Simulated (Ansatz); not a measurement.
# HfS4: the cost of one run

Program: Ansatz 0.2.0. Level of theory: DFT PBE, scalar-relativistic, plane waves, PAW. These are calculated values, not measurements.

## 1. Starting point

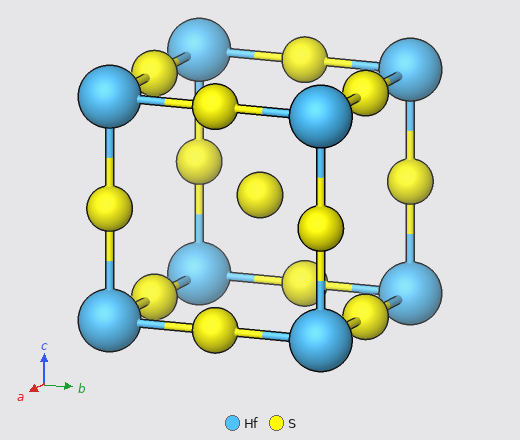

Start, viewed slightly off an axis; hafnium blue, sulfur yellow. Atoms on the faces are drawn again on the opposite ones.

Coordinates:

```cif
data_structure
_symmetry_space_group_name_H-M 'P 1'
_symmetry_Int_Tables_number 1
_cell_length_a 4.8158
_cell_length_b 4.8158
_cell_length_c 4.8158
_cell_angle_alpha 90.000
_cell_angle_beta 90.000
_cell_angle_gamma 90.000
_cell_volume 111.69
loop_
_atom_site_label
_atom_site_type_symbol
_atom_site_fract_x
_atom_site_fract_y
_atom_site_fract_z
_atom_site_occupancy
Hf1 Hf 0.00000 0.00000 0.00000 1
S1 S 0.50000 0.00000 0.00000 1
S2 S 0.00000 0.50000 0.00000 1
S3 S 0.00000 0.00000 0.50000 1
S4 S 0.50000 0.50000 0.50000 1
```

A structure generator made this guess: species swapped into a database cell of Co4N (Pm-3m, No. 221), with S on the Co sites and Hf on the N sites. Lengths come from tabulated atomic sizes and are only a guess.

## 2. The guess as it stands, on a coarse mesh

Input file input.yaml:

```yaml
crystal:
  lattice:
    - [4.81582327, 0.0, 0.0]
    - [0.0, 4.81582327, 0.0]
    - [0.0, 0.0, 4.81582327]
  atoms:
    - { symbol: Hf, position: [0.0, 0.0, 0.0] }
    - { symbol: S, position: [0.5, 0.0, 0.0] }
    - { symbol: S, position: [0.0, 0.5, 0.0] }
    - { symbol: S, position: [0.0, 0.0, 0.5] }
    - { symbol: S, position: [0.5, 0.5, 0.5] }
basis:
  ecutwfc: 420
kpoints:
  mp_grid: { grid: [4, 4, 4] }
hamiltonian:
  xc: pbe
scf:
  occupations: { method: gaussian, width: 0.1 }
  lower_state_search: "off"
output:
  forces: true
  stress: true
  eigenvalues: true
```

On the command line:

```console
> ansatz run input.yaml --threads 1 --pin off --max-ram 2560MiB --backend cpu --events-out ev --progress --plain --runs-dir out
```

Q: Estimate wall time and peak memory on 1 thread of Intel Xeon Platinum 8259CL at 2.50GHz (Skylake/Cascade Lake), shared host.

About 3.6 s, with a peak of 0.42 GiB.
